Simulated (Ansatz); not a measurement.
A series of calculations on BHICl

### Relaxation

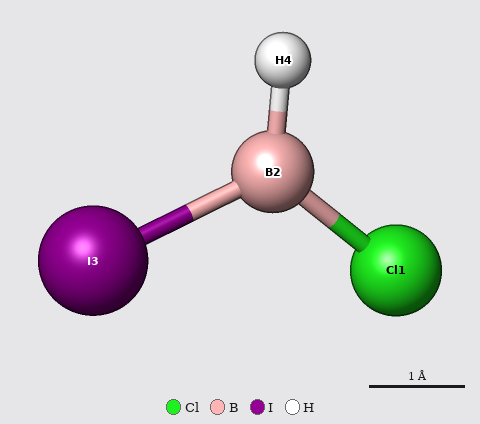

BHICl (coarse preliminary run), before the relaxation. A ball-and-stick model, seen at a tilt.

Level of theory: RKS PBE-D4/def2-SVP (Ansatz).

The input:
```yaml
crystal:
  periodic: [false, false, false]
  atoms:
    - {symbol: Cl, position_ang: [-1.685800, -0.601400, 0.155700]}
    - {symbol: B, position_ang: [-0.066000, 0.164200, -0.135000]}
    - {symbol: I, position_ang: [1.671500, -0.754900, 0.781900]}
    - {symbol: H, position_ang: [0.135900, 1.131800, -0.822900]}
basis:
  gaussian: {orbitals: def2-SVP}
hamiltonian: {xc: pbe, dispersion: d4}
relax: {f_tol: 0.03, max_steps: 250}
```

Where does the relaxation end?

Answer. The optimiser took 5 steps. The largest move after the best rigid fit is that of Cl1, 0.074 Å. Largest moves by element: Cl 0.074 Å, H 0.057 Å, B 0.046 Å, I 0.013 Å. Some distances before and after: Cl1–B2 1.815 → 1.743 Å, B2–I3 2.169 → 2.129 Å, B2–H4 1.204 → 1.208 Å. Bond angles that change, for instance: Cl1–B2–H4 125.5° → 120.1°, Cl1–B2–I3 117.9° → 121.8°. The run took roughly 8 core-seconds on a shared host.

Final geometry:

```xyz
4

Cl   -1.6475   -0.5459    0.1252
B    -0.0567    0.1233   -0.1162
I     1.6710   -0.7429    0.7762
H     0.0888    1.1052   -0.8055
```

The end point in the same view:

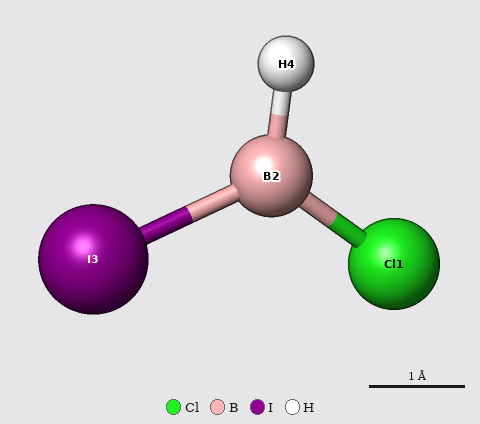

### Scan

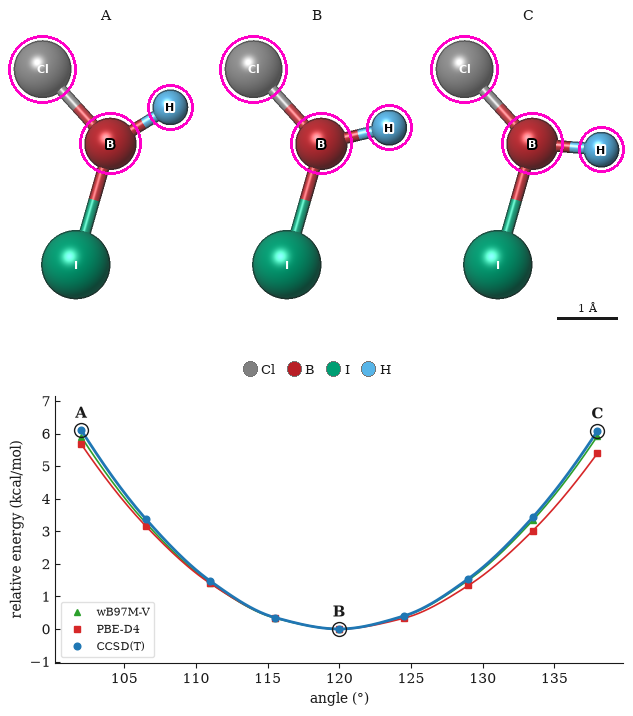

A scan of BHICl: the H–B–Cl angle is varied, with the rest of the molecule carried along rigidly. The lettered frames are marked on the plot, at the values of CCSD(T). The picture is a ball-and-stick view, seen onto the plane of the angle. The ringed atoms are those of the scanned coordinate.

Single-point energies from Ansatz with CCSD(T), PBE-D4, wB97M-V in the def2-TZVPP basis, on geometries moved rigidly from the minimum at PBE0-D4/def2-TZVP. Coupled cluster with a frozen core. Elements past krypton carry the basis set's effective core potentials. Energies are counted from the PBE0-D4/def2-TZVP minimum geometry at the same level.

Q: Read off the main features of the energy profile.

A: With CCSD(T): of the computed points the lowest is at the angle 120.0°, 0.00 kcal/mol. The end points stand at 6.10 kcal/mol (102.0°) and 6.08 kcal/mol (138.0°). The curvature at the lowest point is about 5.3 eV/rad². At 102.0° the levels give PBE-D4 5.67 kcal/mol, wB97M-V 5.90 kcal/mol, CCSD(T) 6.10 kcal/mol. Closest to CCSD(T) there is wB97M-V.

### Scan

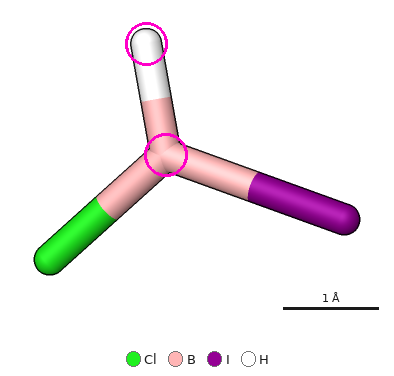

A scan of BHICl: the B2–H4 distance is varied, with the rest of the molecule carried along rigidly. The picture shows the minimum geometry. The ringed atoms are those of the scanned coordinate. Style: stick. Shown at a tilt.

Single-point energies from Ansatz with PBE0-D4, CCSD(T), B3LYP-D4 in the def2-TZVPP basis, on geometries moved rigidly from the minimum at PBE0-D4/def2-TZVP. Coupled cluster with a frozen core. Elements past krypton carry the basis set's effective core potentials. Energies are counted from the PBE0-D4/def2-TZVP minimum geometry at the same level.

Input file:
```yaml
crystal:
  periodic: [false, false, false]
  atoms:
    - {symbol: Cl, position_ang: [-1.629612, -0.540663, 0.122891]}
    - {symbol: B, position_ang: [-0.054109, 0.125965, -0.117621]}
    - {symbol: I, position_ang: [1.654617, -0.735963, 0.768926]}
    - {symbol: H, position_ang: [0.084704, 1.090361, -0.794497]}
basis:
  gaussian: {orbitals: def2-TZVPP}
hamiltonian: {xc: pbe0, dispersion: d4}
```

**Give the energy at each point (the distance: 1.020, 1.055, 1.106, 1.166, 1.186, 1.232, 1.304, 1.379, 1.459, 1.542 Å).**

Energies in eV.

| distance (Å) | PBE0-D4 | CCSD(T) | B3LYP-D4 |
| --- | --- | --- | --- |
| 1.020 | 0.453 | 0.442 | 0.423 |
| 1.055 | 0.265 | 0.255 | 0.242 |
| 1.106 | 0.090 | 0.084 | 0.077 |
| 1.166 | 0.005 | 0.004 | 0.002 |
| 1.186 | 0.000 | 0.000 | 0.000 |
| 1.232 | 0.024 | 0.028 | 0.030 |
| 1.304 | 0.142 | 0.150 | 0.153 |
| 1.379 | 0.336 | 0.350 | 0.348 |
| 1.459 | 0.592 | 0.615 | 0.597 |
| 1.542 | 0.897 | 0.923 | 0.896 |

With PBE0-D4: of the computed points the lowest is at the distance 1.186 Å, 0.000 eV. At the ends of the scan the energy is 0.453 eV (1.020 Å) and 0.897 eV (1.542 Å). The curvature at the lowest point is about 25 eV/Å² (4 mdyn/Å). The well is steeper on the short side, as for any bond. At 1.542 Å the levels give B3LYP-D4 0.896 eV, PBE0-D4 0.897 eV, CCSD(T) 0.923 eV. Closest to CCSD(T) there is PBE0-D4.
